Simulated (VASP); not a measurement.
Band structure of Co (space group P6_3/mmc). Level of theory: r2SCAN+rVV10, VASP's PBE PAW potentials (set 64) (plane waves; VASP 6.6.1).

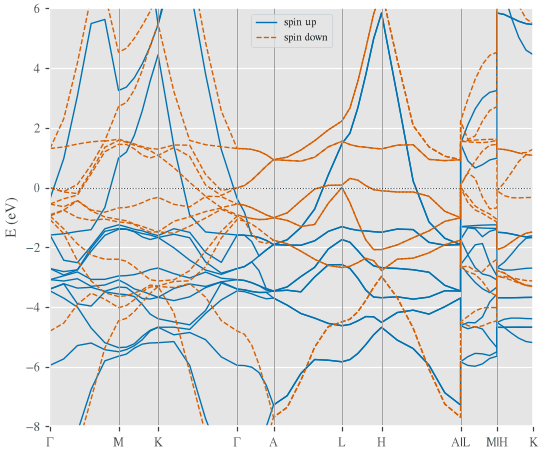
Figure: Bands along high-symmetry lines, zero at the valence-band maximum or, without a gap, the Fermi level

Question: Read the plot: is there a gap, and where are the band edges?

Answer: It has no gap at this level: it comes out as a metal or semimetal.

The structure comes from a measured Co entry (P6_3/mmc) of the Crystallography Open Database, whose conditions weren't checked. It was relaxed first, which changed the volume by -6 %.
